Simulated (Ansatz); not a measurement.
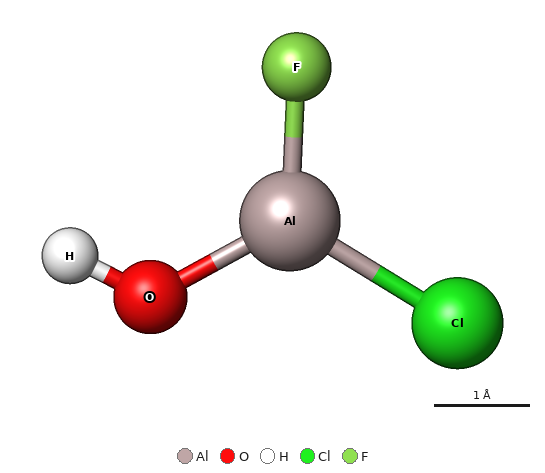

The structure as given in the input (ball-and-stick view, seen at a tilt). Sticks mark near contacts.

**Run report: AlHClOF, molecular dynamics (part 1 of 2)**

- system: AlHClOF
- method: RKS BHLYP/6-31G* (Ansatz 0.2.0)

It belongs to a series of runs on one base structure; here: dynamics from the start.

## Input
```yaml
crystal:
  periodic: [false, false, false]
  atoms:
    - { symbol: Al, position_ang: [-0.007811, -0.03395, -0.014411] }
    - { symbol: O, position_ang: [-0.026553, -0.122043, 1.660924] }
    - { symbol: H, position_ang: [-0.826246, -0.159592, 2.179134] }
    - { symbol: Cl, position_ang: [1.810419, 0.042736, -1.006766] }
    - { symbol: F, position_ang: [-1.391609, -0.008551, -0.88178] }
basis:
  gaussian: { orbitals: "6-31G*" }
hamiltonian:
  xc: { name: BHLYP }
md:
  timestep: 0.5
  n_steps: 166
  ensemble: nve
  temperature: 1500.0
  initial_velocities: maxwell_boltzmann
  seed: 326193
  masses: [{ species: H, mass: 2.014 }]
```

Hardware: 1 thread of Arm Neoverse V1, 24 GiB of memory available, shared host.

Command:
```bash
ansatz run input.yaml --threads 1 --pin off --max-ram 2048MiB --backend cpu --events-out ev --progress --plain --runs-dir out
```

## Output
```
Engine: ansatz 0.2.0, aarch64-unknown-linux-gnu
Functional definition: BHLYP
  parameter a = 0.5
  exchange = (1 - a)*b88_x + a*exact_x
  correlation = lyp_c
659 factors; integrals over basis functions are off by at most 3.4e-4 eV
mean field evaluation 1: about -23897.2288 eV, gradient 5.5e1 eV
mean field evaluation 2: about -23895.1699 eV, gradient 6.6e1 eV
mean field evaluation 4: about -23902.2084 eV, gradient 1.8e0 eV
mean field evaluation 8: about -23902.2392 eV, gradient 1.0e-1 eV
mean field evaluation 16: about -23902.2392 eV, gradient 1.9e-5 eV
mean field -23902.23921115 eV, -878.3910894902 hartree, gradient 1.9e-5 eV, S^2 0.000000; 0 other end points of the search recorded, 0 dependent functions left out
the calculation of the forces begins
reference -23902.23937269 eV, -878.3910954266 hartree; 24, 24 occupied and 46, 46 virtual orbitals, 659 factors
md step     0: t =     0.00 fs  T =  1500.0 K  F+E_penalty+E_count = -23902.23921115 eV  E_kin = 0.581670 eV  conserved = -23901.65754116 eV  (26 SCF iters)
these checks for a lower state are left out or cut short: starts, cluster_reference, orbital_swaps, neighbouring_geometries, increment
659 factors; integrals over basis functions are off by at most 3.6e-4 eV
mean field -23902.22881999 eV, -878.3907076219 hartree, gradient 1.6e-5 eV, S^2 0.000000; 0 other end points of the search recorded, 0 dependent functions left out
the calculation of the forces begins
reference -23902.22898152 eV, -878.3907135582 hartree; 24, 24 occupied and 46, 46 virtual orbitals, 659 factors
md step     1: t =     0.50 fs  T =  1474.0 K  F+E_penalty+E_count = -23902.22881999 eV  E_kin = 0.571594 eV  conserved = -23901.65722567 eV  (31 SCF iters)
[... from here on the SCF iterations and repeated set-up lines of each step are left out, up to the last step ...]
md step     2: t =     1.00 fs  T =  1405.0 K  F+E_penalty+E_count = -23902.20156837 eV  E_kin = 0.544842 eV  conserved = -23901.65672673 eV  (31 SCF iters)
md step     3: t =     1.50 fs  T =  1311.7 K  F+E_penalty+E_count = -23902.16484731 eV  E_kin = 0.508643 eV  conserved = -23901.65620410 eV  (31 SCF iters)
md step     4: t =     2.00 fs  T =  1214.4 K  F+E_penalty+E_count = -23902.12668341 eV  E_kin = 0.470924 eV  conserved = -23901.65575948 eV  (31 SCF iters)
md step     5: t =     2.50 fs  T =  1131.1 K  F+E_penalty+E_count = -23902.09405776 eV  E_kin = 0.438613 eV  conserved = -23901.65544467 eV  (25 SCF iters)
md step     6: t =     3.00 fs  T =  1074.6 K  F+E_penalty+E_count = -23902.07198949 eV  E_kin = 0.416709 eV  conserved = -23901.65528037 eV  (26 SCF iters)
md step     7: t =     3.50 fs  T =  1051.8 K  F+E_penalty+E_count = -23902.06312320 eV  E_kin = 0.407850 eV  conserved = -23901.65527339 eV  (26 SCF iters)
md step     8: t =     4.00 fs  T =  1062.8 K  F+E_penalty+E_count = -23902.06757560 eV  E_kin = 0.412151 eV  conserved = -23901.65542506 eV  (25 SCF iters)
md step     9: t =     4.50 fs  T =  1101.6 K  F+E_penalty+E_count = -23902.08291297 eV  E_kin = 0.427181 eV  conserved = -23901.65573183 eV  (25 SCF iters)
md step    10: t =     5.00 fs  T =  1155.5 K  F+E_penalty+E_count = -23902.10426234 eV  E_kin = 0.448088 eV  conserved = -23901.65617472 eV  (31 SCF iters)
md step    11: t =     5.50 fs  T =  1206.9 K  F+E_penalty+E_count = -23902.12470509 eV  E_kin = 0.468004 eV  conserved = -23901.65670146 eV  (31 SCF iters)
md step    12: t =     6.00 fs  T =  1235.3 K  F+E_penalty+E_count = -23902.13621874 eV  E_kin = 0.479015 eV  conserved = -23901.65720413 eV  (31 SCF iters)
md step    13: t =     6.50 fs  T =  1222.2 K  F+E_penalty+E_count = -23902.13146335 eV  E_kin = 0.473953 eV  conserved = -23901.65751028 eV  (31 SCF iters)
md step    14: t =     7.00 fs  T =  1158.0 K  F+E_penalty+E_count = -23902.10646604 eV  E_kin = 0.449044 eV  conserved = -23901.65742174 eV  (31 SCF iters)
md step    15: t =     7.50 fs  T =  1048.8 K  F+E_penalty+E_count = -23902.06353397 eV  E_kin = 0.406709 eV  conserved = -23901.65682486 eV  (31 SCF iters)
md step    16: t =     8.00 fs  T =   920.2 K  F+E_penalty+E_count = -23902.01266900 eV  E_kin = 0.356819 eV  conserved = -23901.65584984 eV  (31 SCF iters)
md step    17: t =     8.50 fs  T =   810.6 K  F+E_penalty+E_count = -23901.96926706 eV  E_kin = 0.314342 eV  conserved = -23901.65492493 eV  (26 SCF iters)
md step    18: t =     9.00 fs  T =   755.6 K  F+E_penalty+E_count = -23901.94755801 eV  E_kin = 0.292991 eV  conserved = -23901.65456677 eV  (25 SCF iters)
md step    19: t =     9.50 fs  T =   768.5 K  F+E_penalty+E_count = -23901.95299347 eV  E_kin = 0.298000 eV  conserved = -23901.65499396 eV  (24 SCF iters)
md step    20: t =    10.00 fs  T =   833.3 K  F+E_penalty+E_count = -23901.97907607 eV  E_kin = 0.323136 eV  conserved = -23901.65593965 eV  (24 SCF iters)
md step    21: t =    10.50 fs  T =   913.8 K  F+E_penalty+E_count = -23902.01123230 eV  E_kin = 0.354355 eV  conserved = -23901.65687746 eV  (31 SCF iters)
md step    22: t =    11.00 fs  T =   972.7 K  F+E_penalty+E_count = -23902.03458886 eV  E_kin = 0.377183 eV  conserved = -23901.65740542 eV  (29 SCF iters)
md step    23: t =    11.50 fs  T =   987.0 K  F+E_penalty+E_count = -23902.04017604 eV  E_kin = 0.382751 eV  conserved = -23901.65742539 eV  (29 SCF iters)
md step    24: t =    12.00 fs  T =   953.3 K  F+E_penalty+E_count = -23902.02675526 eV  E_kin = 0.369687 eV  conserved = -23901.65706845 eV  (30 SCF iters)
md step    25: t =    12.50 fs  T =   883.4 K  F+E_penalty+E_count = -23901.99911690 eV  E_kin = 0.342580 eV  conserved = -23901.65653698 eV  (30 SCF iters)
md step    26: t =    13.00 fs  T =   797.1 K  F+E_penalty+E_count = -23901.96509003 eV  E_kin = 0.309091 eV  conserved = -23901.65599929 eV  (30 SCF iters)
md step    27: t =    13.50 fs  T =   715.2 K  F+E_penalty+E_count = -23901.93289749 eV  E_kin = 0.277338 eV  conserved = -23901.65555944 eV  (25 SCF iters)
md step    28: t =    14.00 fs  T =   655.4 K  F+E_penalty+E_count = -23901.90942320 eV  E_kin = 0.254155 eV  conserved = -23901.65526784 eV  (24 SCF iters)
md step    29: t =    14.50 fs  T =   629.6 K  F+E_penalty+E_count = -23901.89929791 eV  E_kin = 0.244154 eV  conserved = -23901.65514412 eV  (25 SCF iters)
md step    30: t =    15.00 fs  T =   642.9 K  F+E_penalty+E_count = -23901.90449975 eV  E_kin = 0.249305 eV  conserved = -23901.65519459 eV  (25 SCF iters)
md step    31: t =    15.50 fs  T =   693.2 K  F+E_penalty+E_count = -23901.92421601 eV  E_kin = 0.268796 eV  conserved = -23901.65541959 eV  (25 SCF iters)
md step    32: t =    16.00 fs  T =   771.2 K  F+E_penalty+E_count = -23901.95485112 eV  E_kin = 0.299040 eV  conserved = -23901.65581149 eV  (25 SCF iters)
md step    33: t =    16.50 fs  T =   861.0 K  F+E_penalty+E_count = -23901.99022146 eV  E_kin = 0.333881 eV  conserved = -23901.65634077 eV  (31 SCF iters)
md step    34: t =    17.00 fs  T =   941.8 K  F+E_penalty+E_count = -23902.02213972 eV  E_kin = 0.365207 eV  conserved = -23901.65693313 eV  (31 SCF iters)
md step    35: t =    17.50 fs  T =   990.9 K  F+E_penalty+E_count = -23902.04171320 eV  E_kin = 0.384265 eV  conserved = -23901.65744806 eV  (31 SCF iters)
md step    36: t =    18.00 fs  T =   990.1 K  F+E_penalty+E_count = -23902.04163666 eV  E_kin = 0.383958 eV  conserved = -23901.65767843 eV  (27 SCF iters)
md step    37: t =    18.50 fs  T =   933.3 K  F+E_penalty+E_count = -23902.01935065 eV  E_kin = 0.361930 eV  conserved = -23901.65742103 eV  (31 SCF iters)
md step    38: t =    19.00 fs  T =   833.7 K  F+E_penalty+E_count = -23901.97993121 eV  E_kin = 0.323305 eV  conserved = -23901.65662670 eV  (30 SCF iters)
md step    39: t =    19.50 fs  T =   724.3 K  F+E_penalty+E_count = -23901.93644748 eV  E_kin = 0.280888 eV  conserved = -23901.65555966 eV  (31 SCF iters)
md step    40: t =    20.00 fs  T =   647.0 K  F+E_penalty+E_count = -23901.90564661 eV  E_kin = 0.250883 eV  conserved = -23901.65476400 eV  (25 SCF iters)
md step    41: t =    20.50 fs  T =   631.9 K  F+E_penalty+E_count = -23901.89974668 eV  E_kin = 0.245023 eV  conserved = -23901.65472408 eV  (24 SCF iters)
md step    42: t =    21.00 fs  T =   680.5 K  F+E_penalty+E_count = -23901.91934761 eV  E_kin = 0.263881 eV  conserved = -23901.65546675 eV  (25 SCF iters)
md step    43: t =    21.50 fs  T =   764.6 K  F+E_penalty+E_count = -23901.95304453 eV  E_kin = 0.296508 eV  conserved = -23901.65653680 eV  (31 SCF iters)
md step    44: t =    22.00 fs  T =   842.5 K  F+E_penalty+E_count = -23901.98408163 eV  E_kin = 0.326707 eV  conserved = -23901.65737468 eV  (30 SCF iters)
md step    45: t =    22.50 fs  T =   879.6 K  F+E_penalty+E_count = -23901.99875395 eV  E_kin = 0.341072 eV  conserved = -23901.65768168 eV  (29 SCF iters)
md step    46: t =    23.00 fs  T =   860.6 K  F+E_penalty+E_count = -23901.99122495 eV  E_kin = 0.333743 eV  conserved = -23901.65748231 eV  (30 SCF iters)
md step    47: t =    23.50 fs  T =   790.6 K  F+E_penalty+E_count = -23901.96355142 eV  E_kin = 0.306577 eV  conserved = -23901.65697423 eV  (29 SCF iters)
md step    48: t =    24.00 fs  T =   687.3 K  F+E_penalty+E_count = -23901.92290039 eV  E_kin = 0.266530 eV  conserved = -23901.65637039 eV  (29 SCF iters)
md step    49: t =    24.50 fs  T =   573.7 K  F+E_penalty+E_count = -23901.87830906 eV  E_kin = 0.222487 eV  conserved = -23901.65582176 eV  (30 SCF iters)
md step    50: t =    25.00 fs  T =   471.5 K  F+E_penalty+E_count = -23901.83824245 eV  E_kin = 0.182832 eV  conserved = -23901.65541075 eV  (25 SCF iters)
md step    51: t =    25.50 fs  T =   397.1 K  F+E_penalty+E_count = -23901.80916222 eV  E_kin = 0.153989 eV  conserved = -23901.65517347 eV  (24 SCF iters)
md step    52: t =    26.00 fs  T =   360.3 K  F+E_penalty+E_count = -23901.79484147 eV  E_kin = 0.139720 eV  conserved = -23901.65512169 eV  (25 SCF iters)
md step    53: t =    26.50 fs  T =   363.2 K  F+E_penalty+E_count = -23901.79610379 eV  E_kin = 0.140846 eV  conserved = -23901.65525767 eV  (25 SCF iters)
md step    54: t =    27.00 fs  T =   400.2 K  F+E_penalty+E_count = -23901.81077615 eV  E_kin = 0.155200 eV  conserved = -23901.65557590 eV  (25 SCF iters)
md step    55: t =    27.50 fs  T =   458.4 K  F+E_penalty+E_count = -23901.83382075 eV  E_kin = 0.177766 eV  conserved = -23901.65605485 eV  (25 SCF iters)
md step    56: t =    28.00 fs  T =   518.7 K  F+E_penalty+E_count = -23901.85777919 eV  E_kin = 0.201142 eV  conserved = -23901.65663671 eV  (27 SCF iters)
md step    57: t =    28.50 fs  T =   558.6 K  F+E_penalty+E_count = -23901.87381950 eV  E_kin = 0.216617 eV  conserved = -23901.65720251 eV  (31 SCF iters)
md step    58: t =    29.00 fs  T =   557.4 K  F+E_penalty+E_count = -23901.87371841 eV  E_kin = 0.216157 eV  conserved = -23901.65756128 eV  (31 SCF iters)
md step    59: t =    29.50 fs  T =   503.8 K  F+E_penalty+E_count = -23901.85285115 eV  E_kin = 0.195361 eV  conserved = -23901.65749044 eV  (31 SCF iters)
md step    60: t =    30.00 fs  T =   403.8 K  F+E_penalty+E_count = -23901.81345721 eV  E_kin = 0.156595 eV  conserved = -23901.65686253 eV  (31 SCF iters)
md step    61: t =    30.50 fs  T =   284.7 K  F+E_penalty+E_count = -23901.76622582 eV  E_kin = 0.110403 eV  conserved = -23901.65582313 eV  (31 SCF iters)
md step    62: t =    31.00 fs  T =   187.9 K  F+E_penalty+E_count = -23901.72770063 eV  E_kin = 0.072850 eV  conserved = -23901.65485029 eV  (24 SCF iters)
md step    63: t =    31.50 fs  T =   150.7 K  F+E_penalty+E_count = -23901.71293276 eV  E_kin = 0.058423 eV  conserved = -23901.65451001 eV  (25 SCF iters)
md step    64: t =    32.00 fs  T =   185.9 K  F+E_penalty+E_count = -23901.72712588 eV  E_kin = 0.072106 eV  conserved = -23901.65501939 eV  (24 SCF iters)
md step    65: t =    32.50 fs  T =   274.4 K  F+E_penalty+E_count = -23901.76247968 eV  E_kin = 0.106423 eV  conserved = -23901.65605672 eV  (24 SCF iters)
md step    66: t =    33.00 fs  T =   376.1 K  F+E_penalty+E_count = -23901.80287023 eV  E_kin = 0.145830 eV  conserved = -23901.65703994 eV  (31 SCF iters)
md step    67: t =    33.50 fs  T =   451.1 K  F+E_penalty+E_count = -23901.83248870 eV  E_kin = 0.174935 eV  conserved = -23901.65755358 eV  (31 SCF iters)
md step    68: t =    34.00 fs  T =   476.6 K  F+E_penalty+E_count = -23901.84232123 eV  E_kin = 0.184798 eV  conserved = -23901.65752274 eV  (30 SCF iters)
md step    69: t =    34.50 fs  T =   450.2 K  F+E_penalty+E_count = -23901.83169430 eV  E_kin = 0.174585 eV  conserved = -23901.65710920 eV  (31 SCF iters)
md step    70: t =    35.00 fs  T =   385.8 K  F+E_penalty+E_count = -23901.80613034 eV  E_kin = 0.149596 eV  conserved = -23901.65653474 eV  (31 SCF iters)
md step    71: t =    35.50 fs  T =   304.5 K  F+E_penalty+E_count = -23901.77404556 eV  E_kin = 0.118071 eV  conserved = -23901.65597411 eV  (31 SCF iters)
md step    72: t =    36.00 fs  T =   228.1 K  F+E_penalty+E_count = -23901.74398135 eV  E_kin = 0.088452 eV  conserved = -23901.65552956 eV  (25 SCF iters)
md step    73: t =    36.50 fs  T =   174.4 K  F+E_penalty+E_count = -23901.72287572 eV  E_kin = 0.067629 eV  conserved = -23901.65524697 eV  (25 SCF iters)
md step    74: t =    37.00 fs  T =   154.9 K  F+E_penalty+E_count = -23901.71520756 eV  E_kin = 0.060067 eV  conserved = -23901.65514105 eV  (24 SCF iters)
md step    75: t =    37.50 fs  T =   174.0 K  F+E_penalty+E_count = -23901.72266987 eV  E_kin = 0.067457 eV  conserved = -23901.65521327 eV  (24 SCF iters)
md step    76: t =    38.00 fs  T =   228.6 K  F+E_penalty+E_count = -23901.74410651 eV  E_kin = 0.088647 eV  conserved = -23901.65545925 eV  (27 SCF iters)
md step    77: t =    38.50 fs  T =   308.8 K  F+E_penalty+E_count = -23901.77560079 eV  E_kin = 0.119736 eV  conserved = -23901.65586512 eV  (25 SCF iters)
md step    78: t =    39.00 fs  T =   398.1 K  F+E_penalty+E_count = -23901.81076988 eV  E_kin = 0.154376 eV  conserved = -23901.65639344 eV  (31 SCF iters)
md step    79: t =    39.50 fs  T =   475.8 K  F+E_penalty+E_count = -23901.84147284 eV  E_kin = 0.184512 eV  conserved = -23901.65696119 eV  (31 SCF iters)
md step    80: t =    40.00 fs  T =   520.4 K  F+E_penalty+E_count = -23901.85923880 eV  E_kin = 0.201818 eV  conserved = -23901.65742092 eV  (31 SCF iters)
md step    81: t =    40.50 fs  T =   515.9 K  F+E_penalty+E_count = -23901.85763838 eV  E_kin = 0.200067 eV  conserved = -23901.65757129 eV  (31 SCF iters)
md step    82: t =    41.00 fs  T =   459.3 K  F+E_penalty+E_count = -23901.83533771 eV  E_kin = 0.178104 eV  conserved = -23901.65723327 eV  (31 SCF iters)
md step    83: t =    41.50 fs  T =   366.7 K  F+E_penalty+E_count = -23901.79859340 eV  E_kin = 0.142193 eV  conserved = -23901.65640072 eV  (31 SCF iters)
md step    84: t =    42.00 fs  T =   272.3 K  F+E_penalty+E_count = -23901.76097319 eV  E_kin = 0.105601 eV  conserved = -23901.65537238 eV  (31 SCF iters)
md step    85: t =    42.50 fs  T =   216.3 K  F+E_penalty+E_count = -23901.73857232 eV  E_kin = 0.083894 eV  conserved = -23901.65467802 eV  (24 SCF iters)
md step    86: t =    43.00 fs  T =   225.2 K  F+E_penalty+E_count = -23901.74205868 eV  E_kin = 0.087325 eV  conserved = -23901.65473376 eV  (25 SCF iters)
md step    87: t =    43.50 fs  T =   296.8 K  F+E_penalty+E_count = -23901.77058468 eV  E_kin = 0.115084 eV  conserved = -23901.65550046 eV  (24 SCF iters)
md step    88: t =    44.00 fs  T =   401.9 K  F+E_penalty+E_count = -23901.81235036 eV  E_kin = 0.155831 eV  conserved = -23901.65651916 eV  (31 SCF iters)
md step    89: t =    44.50 fs  T =   500.4 K  F+E_penalty+E_count = -23901.85133227 eV  E_kin = 0.194052 eV  conserved = -23901.65728060 eV  (31 SCF iters)
md step    90: t =    45.00 fs  T =   560.7 K  F+E_penalty+E_count = -23901.87497303 eV  E_kin = 0.217436 eV  conserved = -23901.65753701 eV  (31 SCF iters)
md step    91: t =    45.50 fs  T =   569.7 K  F+E_penalty+E_count = -23901.87823257 eV  E_kin = 0.220901 eV  conserved = -23901.65733202 eV  (31 SCF iters)
md step    92: t =    46.00 fs  T =   532.4 K  F+E_penalty+E_count = -23901.86329156 eV  E_kin = 0.206437 eV  conserved = -23901.65685483 eV  (31 SCF iters)
md step    93: t =    46.50 fs  T =   465.7 K  F+E_penalty+E_count = -23901.83687173 eV  E_kin = 0.180573 eV  conserved = -23901.65629893 eV  (31 SCF iters)
md step    94: t =    47.00 fs  T =   390.6 K  F+E_penalty+E_count = -23901.80727967 eV  E_kin = 0.151482 eV  conserved = -23901.65579811 eV  (31 SCF iters)
md step    95: t =    47.50 fs  T =   327.0 K  F+E_penalty+E_count = -23901.78223509 eV  E_kin = 0.126812 eV  conserved = -23901.65542359 eV  (27 SCF iters)
md step    96: t =    48.00 fs  T =   289.9 K  F+E_penalty+E_count = -23901.76762910 eV  E_kin = 0.112425 eV  conserved = -23901.65520411 eV  (25 SCF iters)
md step    97: t =    48.50 fs  T =   288.3 K  F+E_penalty+E_count = -23901.76695701 eV  E_kin = 0.111809 eV  conserved = -23901.65514803 eV  (25 SCF iters)
md step    98: t =    49.00 fs  T =   324.6 K  F+E_penalty+E_count = -23901.78111987 eV  E_kin = 0.125864 eV  conserved = -23901.65525538 eV  (25 SCF iters)
md step    99: t =    49.50 fs  T =   394.2 K  F+E_penalty+E_count = -23901.80840135 eV  E_kin = 0.152879 eV  conserved = -23901.65552218 eV  (25 SCF iters)
md step   100: t =    50.00 fs  T =   486.4 K  F+E_penalty+E_count = -23901.84456441 eV  E_kin = 0.188630 eV  conserved = -23901.65593404 eV  (25 SCF iters)
md step   101: t =    50.50 fs  T =   584.6 K  F+E_penalty+E_count = -23901.88316153 eV  E_kin = 0.226711 eV  conserved = -23901.65645040 eV  (31 SCF iters)
md step   102: t =    51.00 fs  T =   668.7 K  F+E_penalty+E_count = -23901.91628638 eV  E_kin = 0.259303 eV  conserved = -23901.65698344 eV  (31 SCF iters)
md step   103: t =    51.50 fs  T =   718.6 K  F+E_penalty+E_count = -23901.93606123 eV  E_kin = 0.278678 eV  conserved = -23901.65738316 eV  (31 SCF iters)
md step   104: t =    52.00 fs  T =   720.9 K  F+E_penalty+E_count = -23901.93702283 eV  E_kin = 0.279568 eV  conserved = -23901.65745501 eV  (30 SCF iters)
md step   105: t =    52.50 fs  T =   675.6 K  F+E_penalty+E_count = -23901.91903487 eV  E_kin = 0.261989 eV  conserved = -23901.65704561 eV  (31 SCF iters)
md step   106: t =    53.00 fs  T =   601.3 K  F+E_penalty+E_count = -23901.88937278 eV  E_kin = 0.233183 eV  conserved = -23901.65619006 eV  (31 SCF iters)
md step   107: t =    53.50 fs  T =   532.8 K  F+E_penalty+E_count = -23901.86183713 eV  E_kin = 0.206619 eV  conserved = -23901.65521784 eV  (31 SCF iters)
md step   108: t =    54.00 fs  T =   507.8 K  F+E_penalty+E_count = -23901.85156216 eV  E_kin = 0.196919 eV  conserved = -23901.65464270 eV  (24 SCF iters)
md step   109: t =    54.50 fs  T =   548.1 K  F+E_penalty+E_count = -23901.86735757 eV  E_kin = 0.212545 eV  conserved = -23901.65481277 eV  (24 SCF iters)
md step   110: t =    55.00 fs  T =   647.3 K  F+E_penalty+E_count = -23901.90662396 eV  E_kin = 0.251000 eV  conserved = -23901.65562443 eV  (24 SCF iters)
md step   111: t =    55.50 fs  T =   774.3 K  F+E_penalty+E_count = -23901.95685845 eV  E_kin = 0.300248 eV  conserved = -23901.65661077 eV  (31 SCF iters)
md step   112: t =    56.00 fs  T =   890.2 K  F+E_penalty+E_count = -23902.00251711 eV  E_kin = 0.345212 eV  conserved = -23901.65730503 eV  (31 SCF iters)
md step   113: t =    56.50 fs  T =   966.0 K  F+E_penalty+E_count = -23902.03209823 eV  E_kin = 0.374592 eV  conserved = -23901.65750619 eV  (30 SCF iters)
md step   114: t =    57.00 fs  T =   990.8 K  F+E_penalty+E_count = -23902.04148992 eV  E_kin = 0.384212 eV  conserved = -23901.65727833 eV  (30 SCF iters)
md step   115: t =    57.50 fs  T =   971.0 K  F+E_penalty+E_count = -23902.03332808 eV  E_kin = 0.376521 eV  conserved = -23901.65680727 eV  (27 SCF iters)
md step   116: t =    58.00 fs  T =   923.4 K  F+E_penalty+E_count = -23902.01433305 eV  E_kin = 0.358059 eV  conserved = -23901.65627370 eV  (31 SCF iters)
md step   117: t =    58.50 fs  T =   868.4 K  F+E_penalty+E_count = -23901.99253135 eV  E_kin = 0.336731 eV  conserved = -23901.65579989 eV  (31 SCF iters)
md step   118: t =    59.00 fs  T =   824.7 K  F+E_penalty+E_count = -23901.97525906 eV  E_kin = 0.319808 eV  conserved = -23901.65545058 eV  (25 SCF iters)
md step   119: t =    59.50 fs  T =   806.6 K  F+E_penalty+E_count = -23901.96802824 eV  E_kin = 0.312776 eV  conserved = -23901.65525239 eV  (25 SCF iters)
md step   120: t =    60.00 fs  T =   822.1 K  F+E_penalty+E_count = -23901.97400220 eV  E_kin = 0.318788 eV  conserved = -23901.65521382 eV  (25 SCF iters)
md step   121: t =    60.50 fs  T =   872.8 K  F+E_penalty+E_count = -23901.99379876 eV  E_kin = 0.338462 eV  conserved = -23901.65533665 eV  (24 SCF iters)
```
